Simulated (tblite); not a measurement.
# Run report: Si2NH5, geometry relaxation

- system: Si2NH5, multiplicity 3, SMILES N[Si][SiH3]
- method: GFN2-xTB geometry optimisation, gas phase (tblite 0.8.0)

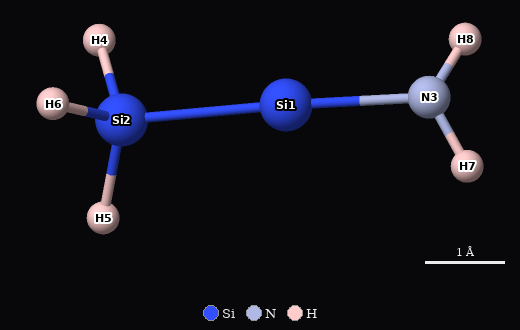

*The starting structure (ball-and-stick view, seen at a tilt; atoms are numbered from 1 in the order of the input).*

Bond lengths as drawn: H–N 1.01 Å, H–Si 1.40 to 1.43 Å, N–Si 1.84 Å and Si–Si 2.20 Å.

**Input**
```
{"job": {"kind": "relax", "xc": "GFN2-xTB", "basis": "xTB"}, "charge": 0, "multiplicity": 3}
Si    -0.769567     0.598748     0.068391
Si     0.917939     1.978458    -0.264102
N     -1.957937    -0.792839     0.269546
H      1.960876     1.681868     0.675071
H      1.443463     1.835511    -1.558206
H      0.513688     3.315142    -0.033537
H     -2.371121    -1.150472    -0.579265
H     -1.731940    -1.452204     0.999100
```

The first line tells a small driver script what to run in tblite; the rest is the geometry in Å.

Hardware: 1 CPU thread, shared host.

Launched with:
```bash
OMP_NUM_THREADS=1 python <driver script> task.json out
```

**What the program printed**
```
step      E/eV     max force
  0    -239.32846    3.244
  1    -239.56398    1.831
  2    -239.71893    1.807
  3    -239.80546    1.636
  4    -239.92089    0.834
  5    -239.95885    0.744
  6    -239.99896    0.478
  7    -240.01991    0.430
  8    -240.03504    0.534
  9    -240.05436    0.556
 10    -240.06877    0.372
 11    -240.07852    0.253
 12    -240.08378    0.265
 13    -240.09092    0.422
 14    -240.10115    0.502
 15    -240.11282    0.409
 16    -240.12344    0.315
 17    -240.13204    0.201
 18    -240.13799    0.284
 19    -240.14365    0.316
 20    -240.14924    0.225
 21    -240.15359    0.202
 22    -240.15836    0.258
 23    -240.16467    0.333
 24    -240.17116    0.318
 25    -240.17535    0.175
 26    -240.17710    0.201
 27    -240.17824    0.109
 28    -240.17948    0.121
 29    -240.18176    0.193
 30    -240.18397    0.186
 31    -240.18548    0.114
 32    -240.18618    0.054
 33    -240.18641    0.047
 34    -240.18656    0.050
 35    -240.18677    0.045
 36    -240.18699    0.044
 37    -240.18727    0.052
 38    -240.18747    0.041
 39    -240.18755    0.017
 40    -240.18757    0.010
 41    -240.18757    0.009
 42    -240.18758    0.009
 43    -240.18760    0.013
 44    -240.18762    0.011
 45    -240.18763    0.010
 46    -240.18764    0.009
 47    -240.18765    0.008
 48    -240.18767    0.015
 49    -240.18771    0.023
 50    -240.18780    0.030
 51    -240.18792    0.029
 52    -240.18804    0.024
 53    -240.18810    0.013
 54    -240.18812    0.014
 55    -240.18814    0.014
 56    -240.18818    0.012
 57    -240.18822    0.019
 58    -240.18824    0.008
 59    -240.18825    0.011
 60    -240.18825    0.005
```

**Trajectory as extended XYZ (Å, eV, eV/Å), 27 of the 31 frames kept, from step=0 to step=60**
```
8
Properties=species:S:1:pos:R:3:forces:R:3 step=0 energy=-239.32846
Si   -0.7696    0.5987    0.0684   -3.0000  -0.8910   0.8540
Si    0.9179    1.9785   -0.2641    0.5210  -0.8300   0.3110
N    -1.9579   -0.7928    0.2695    1.5530   1.5910  -0.2890
H     1.9609    1.6819    0.6751    0.8240   0.0120   0.4830
H     1.4435    1.8355   -1.5582    0.8090   0.1150  -1.4330
H     0.5137    3.3151   -0.0335   -0.5310   0.9240   0.1570
H    -2.3711   -1.1505   -0.5793    0.0340  -0.4940   0.2180
H    -1.7319   -1.4522    0.9991   -0.2110  -0.4260  -0.3010
8
Properties=species:S:1:pos:R:3:forces:R:3 step=2 energy=-239.71893
Si   -0.8742    0.5920    0.1014   -0.2400   1.7610   0.3260
Si    0.9276    1.9423   -0.2567   -0.1790  -0.4050  -0.1310
N    -1.9063   -0.7596    0.2564   -0.1830  -1.1470  -0.1330
H     1.9972    1.6825    0.6956    0.4200   0.0510   0.1170
H     1.4748    1.8419   -1.6093    0.2840   0.1550  -0.1530
H     0.4944    3.3415   -0.0290   -0.0940  -0.3410  -0.0500
H    -2.3652   -1.1652   -0.5610    0.1210  -0.0800   0.2750
H    -1.7430   -1.4612    0.9797   -0.1290   0.0070  -0.2520
8
Properties=species:S:1:pos:R:3:forces:R:3 step=4 energy=-239.92089
Si   -0.9849    0.7030    0.1531   -0.2290   0.6110   0.1790
Si    0.9279    1.8906   -0.2599    0.0140   0.2760  -0.1110
N    -1.8671   -0.7909    0.2368    0.3100   0.2890  -0.0660
H     2.0521    1.6871    0.7153   -0.1640   0.0350  -0.3840
H     1.5188    1.8575   -1.6557   -0.0530   0.0260   0.5730
H     0.4737    3.3328   -0.0298    0.1370  -0.8130  -0.1300
H    -2.3575   -1.1883   -0.5392   -0.1640  -0.1490  -0.4360
H    -1.7576   -1.4774    0.9565    0.1500  -0.2740   0.3750
8
Properties=species:S:1:pos:R:3:forces:R:3 step=6 energy=-239.99896
Si   -1.0491    0.7820    0.1864   -0.1990  -0.2150   0.0640
Si    0.9273    1.8808   -0.2661   -0.0720   0.0350   0.0490
N    -1.8333   -0.7959    0.2231    0.2100   0.0920  -0.0810
H     2.0674    1.6904    0.7019   -0.2550  -0.0320  -0.4000
H     1.5360    1.8654   -1.6450   -0.0770  -0.0590   0.4680
H     0.4715    3.2852   -0.0373    0.0560  -0.3490  -0.0720
H    -2.3579   -1.2019   -0.5460    0.1920   0.2290   0.0400
H    -1.7564   -1.4918    0.9600    0.1460   0.2990  -0.0690
8
Properties=species:S:1:pos:R:3:forces:R:3 step=10 energy=-240.06877
Si   -1.1121    0.8171    0.2181    0.1370   0.2120   0.0020
Si    0.8915    1.8437   -0.2564   -0.3530  -0.1120   0.0370
N    -1.7751   -0.7869    0.2000    0.1170   0.0020  -0.0450
H     2.0453    1.6799    0.6353    0.1180  -0.1910   0.1500
H     1.5406    1.8558   -1.5761    0.0010  -0.1550  -0.1620
H     0.4663    3.2266   -0.0492   -0.1330   0.1790   0.0420
H    -2.3251   -1.1710   -0.5506    0.0030   0.0460  -0.1630
H    -1.7260   -1.4508    0.9558    0.1110   0.0190   0.1390
8
Properties=species:S:1:pos:R:3:forces:R:3 step=12 energy=-240.08378
Si   -1.1384    0.8418    0.2335   -0.0050   0.0930   0.0190
Si    0.8604    1.8185   -0.2498    0.1020   0.2400  -0.0460
N    -1.7422   -0.7839    0.1870    0.0950  -0.0170  -0.0370
H     2.0465    1.6636    0.6215   -0.0620  -0.1930   0.1130
H     1.5446    1.8426   -1.5654   -0.1400  -0.1830  -0.0610
H     0.4534    3.2201   -0.0502   -0.0800   0.0160   0.0280
H    -2.3097   -1.1564   -0.5574    0.0220   0.0290  -0.0860
H    -1.7091   -1.4323    0.9578    0.0680   0.0150   0.0710
8
Properties=species:S:1:pos:R:3:forces:R:3 step=14 energy=-240.10115
Si   -1.1523    0.8667    0.2450   -0.1940  -0.1120   0.0310
Si    0.8391    1.8199   -0.2471    0.4340   0.2520  -0.0180
N    -1.7054   -0.7826    0.1727    0.0730   0.0180  -0.0130
H     2.0394    1.6252    0.6242   -0.2540  -0.1010  -0.0040
H     1.5305    1.8078   -1.5655   -0.2020  -0.1250   0.0170
H     0.4317    3.2251   -0.0467    0.0150  -0.0420   0.0040
H    -2.2923   -1.1371   -0.5726    0.1460   0.0230   0.1790
H    -1.6853   -1.4108    0.9671   -0.0180   0.0870  -0.1980
8
Properties=species:S:1:pos:R:3:forces:R:3 step=16 energy=-240.12344
Si   -1.1737    0.8958    0.2596   -0.0710  -0.0410  -0.0140
Si    0.8314    1.8374   -0.2435    0.1890  -0.0430   0.0710
N    -1.6507   -0.7778    0.1529    0.0840   0.1200   0.0090
H     2.0129    1.5635    0.6314   -0.2590   0.0340  -0.0320
H     1.4956    1.7496   -1.5673   -0.1670  -0.0100   0.0090
H     0.4032    3.2333   -0.0408    0.1540  -0.0180  -0.0220
H    -2.2603   -1.1101   -0.5849    0.1520  -0.0580   0.2690
H    -1.6529   -1.3774    0.9696   -0.0820   0.0170  -0.2900
8
Properties=species:S:1:pos:R:3:forces:R:3 step=18 energy=-240.13799
Si   -1.1968    0.9212    0.2715    0.0960   0.1280  -0.0430
Si    0.8295    1.8405   -0.2364   -0.2390  -0.1520   0.0180
N    -1.6036   -0.7657    0.1384    0.0850   0.1060   0.0050
H     1.9810    1.5254    0.6305   -0.0410   0.0380   0.1160
H     1.4642    1.7115   -1.5635   -0.1130   0.0290  -0.0570
H     0.3950    3.2317   -0.0397    0.2150   0.0340  -0.0240
H    -2.2295   -1.0957   -0.5793    0.0250  -0.0860   0.0410
H    -1.6345   -1.3547    0.9556   -0.0280  -0.0950  -0.0560
8
Properties=species:S:1:pos:R:3:forces:R:3 step=20 energy=-240.14924
Si   -1.2159    0.9511    0.2801   -0.0130   0.0680  -0.0100
Si    0.8137    1.8314   -0.2301   -0.1990  -0.0440  -0.0750
N    -1.5574   -0.7490    0.1264   -0.0410  -0.0670   0.0160
H     1.9511    1.4979    0.6381    0.0410   0.0210   0.1450
H     1.4298    1.6834   -1.5645   -0.0970   0.0280  -0.0270
H     0.4060    3.2318   -0.0410    0.2210   0.0370  -0.0230
H    -2.2002   -1.0902   -0.5693   -0.0020   0.0070  -0.1480
H    -1.6217   -1.3422    0.9373    0.0890  -0.0510   0.1210
8
Properties=species:S:1:pos:R:3:forces:R:3 step=24 energy=-240.17116
Si   -1.2485    0.9819    0.2829   -0.2290  -0.2170   0.0430
Si    0.7790    1.8210   -0.2318    0.2160   0.0880   0.1380
N    -1.5217   -0.7405    0.1217   -0.0930   0.0550   0.0360
H     1.8973    1.4740    0.6847   -0.1100   0.0110  -0.1490
H     1.3452    1.6530   -1.5801    0.0220  -0.0430  -0.0080
H     0.4957    3.2502   -0.0494    0.0540   0.0330  -0.0120
H    -2.1564   -1.0852   -0.5837    0.0620   0.0100  -0.0370
H    -1.5852   -1.3402    0.9326    0.0780   0.0630  -0.0120
8
Properties=species:S:1:pos:R:3:forces:R:3 step=26 energy=-240.17710
Si   -1.2802    0.9936    0.2910   -0.0130  -0.0830  -0.0010
Si    0.7665    1.8210   -0.2236   -0.0450   0.0300   0.0550
N    -1.4998   -0.7353    0.1162   -0.0510   0.1880   0.0490
H     1.8628    1.4521    0.6920    0.0210  -0.0330  -0.0720
H     1.3044    1.6260   -1.5805    0.0360  -0.0450   0.0240
H     0.5326    3.2574   -0.0536    0.0030   0.0540   0.0010
H    -2.1262   -1.0743   -0.5980    0.0360  -0.0970   0.0140
H    -1.5547   -1.3263    0.9334    0.0130  -0.0130  -0.0720
8
Properties=species:S:1:pos:R:3:forces:R:3 step=28 energy=-240.17948
Si   -1.2821    0.9909    0.2920    0.0200   0.1190   0.0110
Si    0.7647    1.8229   -0.2194   -0.0840   0.0160  -0.0380
N    -1.5031   -0.7289    0.1175   -0.0760   0.0100   0.0090
H     1.8624    1.4492    0.6847    0.0700  -0.0410  -0.0040
H     1.3066    1.6222   -1.5767    0.0100  -0.0300   0.0450
H     0.5316    3.2597   -0.0536    0.0050   0.0490   0.0060
H    -2.1225   -1.0774   -0.5975    0.0270  -0.0800  -0.0230
H    -1.5522   -1.3244    0.9300    0.0280  -0.0430  -0.0060
8
Properties=species:S:1:pos:R:3:forces:R:3 step=30 energy=-240.18397
Si   -1.3078    1.0080    0.3023    0.0490   0.1790  -0.0070
Si    0.7455    1.8265   -0.2107   -0.0030  -0.0040  -0.0870
N    -1.5042   -0.7092    0.1182   -0.1010  -0.1250  -0.0060
H     1.8538    1.4279    0.6725    0.0310  -0.0180   0.0330
H     1.2934    1.5980   -1.5649   -0.0450   0.0000   0.0560
H     0.5489    3.2715   -0.0556   -0.0080  -0.0010   0.0110
H    -2.0954   -1.0892   -0.6052    0.0330  -0.0020  -0.0420
H    -1.5288   -1.3191    0.9204    0.0440  -0.0300   0.0420
8
Properties=species:S:1:pos:R:3:forces:R:3 step=32 energy=-240.18618
Si   -1.3186    1.0196    0.3046    0.0150   0.0270  -0.0230
Si    0.7369    1.8322   -0.2095    0.0470  -0.0270   0.0010
N    -1.5148   -0.7018    0.1219   -0.0370  -0.0080   0.0230
H     1.8454    1.4170    0.6730   -0.0160   0.0050   0.0010
H     1.2763    1.5845   -1.5598   -0.0260   0.0040   0.0000
H     0.5703    3.2816   -0.0569   -0.0260  -0.0200   0.0090
H    -2.0783   -1.0981   -0.6147    0.0250   0.0170  -0.0110
H    -1.5117   -1.3209    0.9184    0.0190   0.0020   0.0010
8
Properties=species:S:1:pos:R:3:forces:R:3 step=34 energy=-240.18656
Si   -1.3150    1.0200    0.3018   -0.0100  -0.0140  -0.0170
Si    0.7402    1.8341   -0.2101    0.0110  -0.0260   0.0180
N    -1.5216   -0.7016    0.1248   -0.0060   0.0460   0.0180
H     1.8445    1.4169    0.6748    0.0040   0.0040   0.0030
H     1.2731    1.5841   -1.5604   -0.0050   0.0040  -0.0220
H     0.5712    3.2830   -0.0562   -0.0200  -0.0200   0.0060
H    -2.0770   -1.0994   -0.6167    0.0170   0.0070  -0.0040
H    -1.5100   -1.3228    0.9192    0.0080   0.0000  -0.0020
8
Properties=species:S:1:pos:R:3:forces:R:3 step=36 energy=-240.18699
Si   -1.3151    1.0235    0.2992   -0.0200  -0.0170  -0.0060
Si    0.7428    1.8323   -0.2086   -0.0380   0.0020  -0.0090
N    -1.5267   -0.6967    0.1280    0.0000   0.0270   0.0060
H     1.8448    1.4139    0.6740    0.0360  -0.0020   0.0250
H     1.2704    1.5813   -1.5608    0.0040   0.0070  -0.0200
H     0.5658    3.2812   -0.0545   -0.0010  -0.0340   0.0040
H    -2.0712   -1.0991   -0.6190    0.0160   0.0080   0.0010
H    -1.5056   -1.3223    0.9187    0.0030   0.0080  -0.0010
8
Properties=species:S:1:pos:R:3:forces:R:3 step=40 energy=-240.18757
Si   -1.3270    1.0326    0.2989    0.0030   0.0000   0.0030
Si    0.7379    1.8245   -0.2067    0.0010   0.0010  -0.0040
N    -1.5266   -0.6869    0.1309   -0.0010  -0.0020  -0.0030
H     1.8455    1.4077    0.6741   -0.0030   0.0010  -0.0020
H     1.2634    1.5762   -1.5614   -0.0020   0.0010  -0.0020
H     0.5625    3.2722   -0.0527    0.0020  -0.0030   0.0070
H    -2.0558   -1.0952   -0.6234    0.0050  -0.0070  -0.0020
H    -1.4946   -1.3170    0.9173   -0.0050   0.0080   0.0030
8
Properties=species:S:1:pos:R:3:forces:R:3 step=42 energy=-240.18758
Si   -1.3271    1.0326    0.2991    0.0010  -0.0010   0.0010
Si    0.7374    1.8249   -0.2071    0.0050  -0.0070   0.0040
N    -1.5265   -0.6869    0.1306    0.0020   0.0040  -0.0010
H     1.8446    1.4076    0.6745   -0.0040   0.0010  -0.0060
H     1.2621    1.5758   -1.5617    0.0010   0.0000  -0.0050
H     0.5643    3.2723   -0.0522   -0.0020   0.0050   0.0060
H    -2.0548   -1.0959   -0.6237    0.0030  -0.0070  -0.0030
H    -1.4945   -1.3163    0.9176   -0.0060   0.0040   0.0040
8
Properties=species:S:1:pos:R:3:forces:R:3 step=44 energy=-240.18762
Si   -1.3270    1.0330    0.2995   -0.0030   0.0000  -0.0050
Si    0.7374    1.8247   -0.2078    0.0020  -0.0080   0.0070
N    -1.5271   -0.6862    0.1304    0.0050   0.0040   0.0020
H     1.8440    1.4074    0.6741    0.0010  -0.0020  -0.0060
H     1.2608    1.5755   -1.5627    0.0020   0.0020  -0.0050
H     0.5648    3.2717   -0.0501   -0.0020   0.0090   0.0030
H    -2.0523   -1.0978   -0.6247    0.0020  -0.0020  -0.0030
H    -1.4953   -1.3141    0.9184   -0.0060  -0.0030   0.0060
8
Properties=species:S:1:pos:R:3:forces:R:3 step=46 energy=-240.18764
Si   -1.3267    1.0331    0.2994   -0.0030   0.0010  -0.0080
Si    0.7379    1.8239   -0.2081   -0.0020   0.0030   0.0020
N    -1.5277   -0.6859    0.1305    0.0030  -0.0030   0.0040
H     1.8452    1.4076    0.6729    0.0040  -0.0050  -0.0030
H     1.2619    1.5763   -1.5636   -0.0020   0.0030   0.0020
H     0.5629    3.2709   -0.0484    0.0020   0.0020   0.0000
H    -2.0512   -1.0990   -0.6252    0.0040   0.0030   0.0000
H    -1.4969   -1.3127    0.9194   -0.0070  -0.0040   0.0040
8
Properties=species:S:1:pos:R:3:forces:R:3 step=48 energy=-240.18767
Si   -1.3267    1.0329    0.2983    0.0000   0.0000  -0.0080
Si    0.7384    1.8233   -0.2082   -0.0020   0.0140  -0.0050
N    -1.5277   -0.6864    0.1310   -0.0010  -0.0090   0.0030
H     1.8472    1.4079    0.6713    0.0030  -0.0050  -0.0010
H     1.2634    1.5781   -1.5643   -0.0070   0.0050   0.0090
H     0.5611    3.2705   -0.0468    0.0050  -0.0080  -0.0020
H    -2.0504   -1.0998   -0.6253    0.0080   0.0050   0.0050
H    -1.5001   -1.3122    0.9209   -0.0060  -0.0010  -0.0010
8
Properties=species:S:1:pos:R:3:forces:R:3 step=50 energy=-240.18780
Si   -1.3276    1.0325    0.2923    0.0060  -0.0050  -0.0050
Si    0.7391    1.8228   -0.2086    0.0030   0.0270  -0.0130
N    -1.5265   -0.6882    0.1334   -0.0100  -0.0170   0.0030
H     1.8521    1.4062    0.6651   -0.0020  -0.0070   0.0020
H     1.2633    1.5842   -1.5672   -0.0140   0.0080   0.0190
H     0.5600    3.2698   -0.0393    0.0070  -0.0220  -0.0070
H    -2.0417   -1.1041   -0.6270    0.0140   0.0060   0.0140
H    -1.5134   -1.3090    0.9282   -0.0050   0.0110  -0.0130
8
Properties=species:S:1:pos:R:3:forces:R:3 step=54 energy=-240.18812
Si   -1.3320    1.0343    0.2763    0.0020  -0.0010   0.0070
Si    0.7378    1.8254   -0.2093    0.0030  -0.0050   0.0070
N    -1.5231   -0.6892    0.1405   -0.0030   0.0020  -0.0040
H     1.8546    1.3946    0.6520    0.0010  -0.0100   0.0040
H     1.2477    1.5939   -1.5733   -0.0010   0.0120  -0.0010
H     0.5700    3.2696   -0.0206   -0.0030   0.0030  -0.0130
H    -2.0072   -1.1172   -0.6331    0.0020  -0.0050  -0.0020
H    -1.5424   -1.2970    0.9444   -0.0010   0.0040   0.0020
8
Properties=species:S:1:pos:R:3:forces:R:3 step=56 energy=-240.18818
Si   -1.3333    1.0352    0.2737    0.0010   0.0060   0.0050
Si    0.7378    1.8255   -0.2087   -0.0040  -0.0090   0.0080
N    -1.5241   -0.6881    0.1420    0.0040   0.0000   0.0010
H     1.8553    1.3898    0.6490    0.0020  -0.0080   0.0040
H     1.2430    1.5972   -1.5745    0.0040   0.0090  -0.0060
H     0.5719    3.2693   -0.0175   -0.0030   0.0070  -0.0090
H    -1.9967   -1.1219   -0.6351   -0.0040  -0.0030  -0.0100
H    -1.5485   -1.2927    0.9480   -0.0010  -0.0020   0.0080
8
Properties=species:S:1:pos:R:3:forces:R:3 step=58 energy=-240.18824
Si   -1.3334    1.0349    0.2713    0.0010   0.0030   0.0030
Si    0.7386    1.8249   -0.2076   -0.0040  -0.0010  -0.0020
N    -1.5244   -0.6888    0.1435    0.0030   0.0000  -0.0010
H     1.8580    1.3857    0.6461   -0.0030  -0.0030   0.0010
H     1.2413    1.6040   -1.5759    0.0050   0.0030  -0.0030
H     0.5718    3.2690   -0.0161    0.0000   0.0000  -0.0010
H    -1.9894   -1.1263   -0.6365    0.0000   0.0030  -0.0020
H    -1.5571   -1.2894    0.9522   -0.0010  -0.0060   0.0060
8
Properties=species:S:1:pos:R:3:forces:R:3 step=60 energy=-240.18825
Si   -1.3323    1.0341    0.2727    0.0010  -0.0010   0.0020
Si    0.7389    1.8248   -0.2078    0.0000   0.0020  -0.0040
N    -1.5233   -0.6899    0.1427    0.0000   0.0020   0.0020
H     1.8579    1.3871    0.6474   -0.0050  -0.0020   0.0000
H     1.2437    1.6044   -1.5756    0.0030   0.0010   0.0000
H     0.5706    3.2692   -0.0183    0.0000  -0.0020   0.0000
H    -1.9939   -1.1245   -0.6355    0.0020   0.0020  -0.0010
H    -1.5562   -1.2909    0.9513   -0.0010  -0.0020   0.0000
```

**Key numbers**

| quantity | value |
| --- | --- |
| outcome | converged |
| total energy | −240.1883 eV |
| wall time | 1.1 s |
| peak memory | 0.18 GiB |
